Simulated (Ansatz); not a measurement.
# CH₇GaO₂Si: ionisation energy by level of theory

Aim: the vertical ionisation energy of CH₇GaO₂Si, as cation minus neutral at the neutral's geometry, on several levels, and how well −ε(HOMO) stands in for it.

Computed with Ansatz 0.2.0, Gaussian basis. Level: unrestricted cation, the program's frozen cores in correlated methods.

Plan: UKS PBE-D4/def2-TZVPP; UKS r2SCAN-D4/def2-TZVPP; UKS PBE0-D4/def2-TZVPP; UKS B3LYP-D4/def2-TZVPP; UKS wB97X-V/def2-TZVPP; UKS wB97M-V/def2-TZVPP; UKS B2PLYP/def2-TZVPP; UHF-CCSD(T)/def2-TZVPP; UHF-MP2/def2-QZVPP; extrapolation to the limit; then −ε(HOMO) from the neutral's earlier runs with LDA (SPW92), PBE-D4, revPBE-D4, BLYP-D4, r2SCAN-D4, B97M-V, PBE0-D4, B3LYP-D4, r2SCANh-D4, r2SCAN0-D4, HSE06-D4, BHLYP-D4, CAM-B3LYP-D4, LC-ωPBE, ωB97X-V, ωB97M-V.

**1. The geometry**

The geometry comes from an earlier relaxation with PBE0-D4 in a triple-zeta def2 set; it is a stationary point, not always the lowest conformer.

12 atoms, charge 0, spin multiplicity 1.

Atoms are counted from 1 here; the program's logs count them from 0.

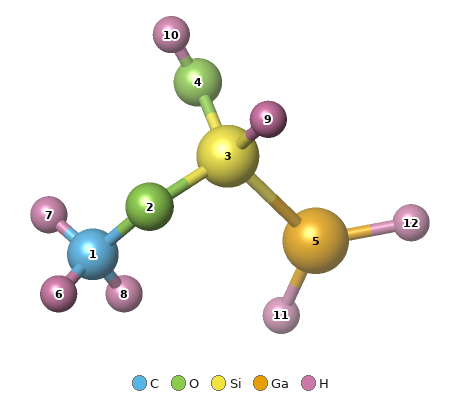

The geometry (carbon blue, oxygen green, silicon yellow, gallium amber, hydrogen pink); atoms are numbered from 1 in the order of the file.

**2. Cation, UKS PBE-D4/def2-TZVPP**

Contents of in.yaml:

```yaml
crystal:
  periodic: [false, false, false]
  atoms:
    - {symbol: C, position_ang: [-1.429786, 1.255292, 0.050484]}
    - {symbol: O, position_ang: [-0.354373, 0.966718, 0.914713]}
    - {symbol: Si, position_ang: [0.900732, -0.020939, 0.522213]}
    - {symbol: O, position_ang: [1.798238, 0.560065, -0.741060]}
    - {symbol: Ga, position_ang: [0.220319, -2.202688, -0.284771]}
    - {symbol: H, position_ang: [-2.236016, 1.695502, 0.639778]}
    - {symbol: H, position_ang: [-1.131688, 1.968799, -0.724038]}
    - {symbol: H, position_ang: [-1.810751, 0.352123, -0.441233]}
    - {symbol: H, position_ang: [1.711932, -0.014190, 1.770502]}
    - {symbol: H, position_ang: [2.331857, 1.342516, -0.586752]}
    - {symbol: H, position_ang: [-1.109055, -2.427958, -1.101646]}
    - {symbol: H, position_ang: [1.108590, -3.475252, -0.018210]}
basis:
  gaussian: {orbitals: def2-TZVPP}
total_charge: 1
magnetization: {spin_polarized: true, initial_magnetization: 1}
hamiltonian: {xc: pbe, dispersion: d4}
```

Started as:

```console
> ansatz run in.yaml --threads 2 --pin off --events-out ev --progress --plain --max-ram 32768MiB --backend cuda --devices 0, --max-vram 18GiB
```

After this run come: Cation, UKS r2SCAN-D4/def2-TZVPP; Cation, UKS PBE0-D4/def2-TZVPP; Cation, UKS B3LYP-D4/def2-TZVPP; Cation, UKS wB97X-V/def2-TZVPP; Cation, UKS wB97M-V/def2-TZVPP; Cation, UKS B2PLYP (frozen core)/def2-TZVPP; Cation, UHF-CCSD(T)/def2-TZVPP; Cation, UHF-MP2/def2-QZVPP.

Before running them: what should the planned runs give, taken together? Wanted: ionisation energy, CCSD(T)/CBS; nearest functional by difference; nearest −ε(HOMO); −ε(HOMO) of PBE; T1 of the cation.

As calculated:

| quantity | value |
| --- | --- |
| ionisation energy, CCSD(T)/CBS | 9.49 eV |
| nearest functional by difference | ωB97X-V (-0.18 eV) |
| nearest −ε(HOMO) | ωB97X-V (-0.08 eV) |
| −ε(HOMO) of PBE | 6.00 eV |
| T1 of the cation | 0.021 |

**Reading.** By cation minus neutral, the functionals miss by 0.69 eV at most. −ε(HOMO) of PBE misses by 3.5 eV, since self-interaction lifts the level. Among orbital estimates ωB97X-V comes nearest. Hartree-Fock falls 0.74 eV short, as the neutral has more correlation energy than the cation. Correlated methods include outer-core shells of Ga, which these sets cover unevenly. With outer-core shells in play the reference is unsure by up to some tenths of an eV, so close misses can't be ranked.
